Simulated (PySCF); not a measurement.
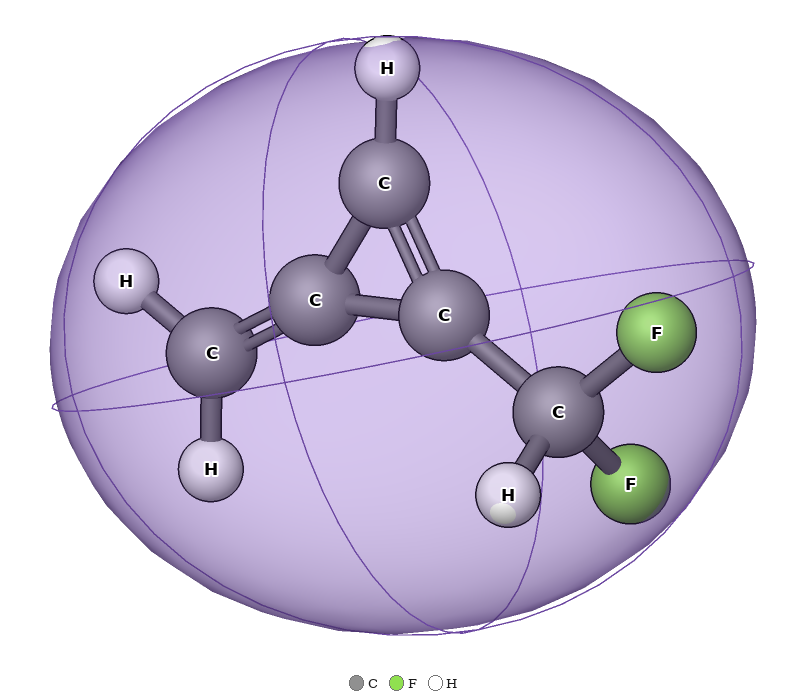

The ellipsoid shows the static dipole polarisability: its half-axes are proportional to the principal values. The geometry was computed by an optimisation with PBE0-D3(BJ)/def2-SVP. No frequency run is at hand to confirm it as a minimum. Computed with PBE0/def2-TZVP (PySCF 2.14.0).

### Give the principal values, the mean and the anisotropy.

Principal values 39.0, 57.5, 79.8 bohr³; mean 58.8 bohr³ (8.71 Å³); anisotropy 35.5 bohr³, so the longest axis is 2.05 times the shortest.
